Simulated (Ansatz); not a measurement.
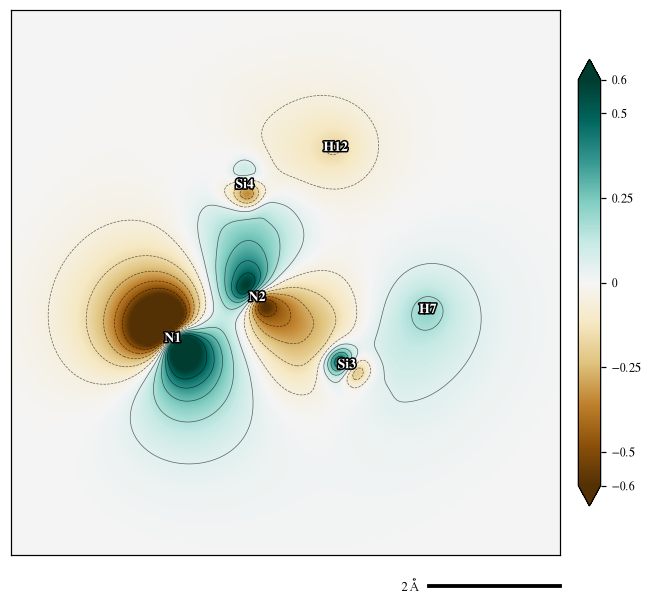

*H₈N₂Si₂ (SMILES NN([SiH3])[SiH3]). The HOMO−1 on the plane of atoms Si3, N2 and Si4 (values in Å⁻³ᐟ²; the overall sign is arbitrary).*

Geometry: PBE0-D4/def2-TZVP.

These are results of RKS PBE0-D4/def2-TZVPP (Ansatz 0.2.0), not measurements.

```xyz
12

N    -1.1059    0.9530   -0.6196
N    -0.0904    0.0877   -0.0977
Si   -0.1134   -0.2436    1.5967
Si    0.9589   -0.4339   -1.3699
H    -2.0230    0.5591   -0.4360
H    -1.0519    1.8603   -0.1683
H     1.0136   -1.1511    1.9234
H    -1.4102   -0.8714    1.9816
H     0.0030    1.0252    2.3716
H     1.6338    0.7214   -2.0184
H     0.2084   -1.1829   -2.4122
H     1.9771   -1.3239   -0.7511
```

Q: Where does this orbital lie, and at what energy?

A: It lies mainly on N1 (about 60 %), N2 (about 15 %) and Si3 (about 5 %). Its energy is −7.52 eV.
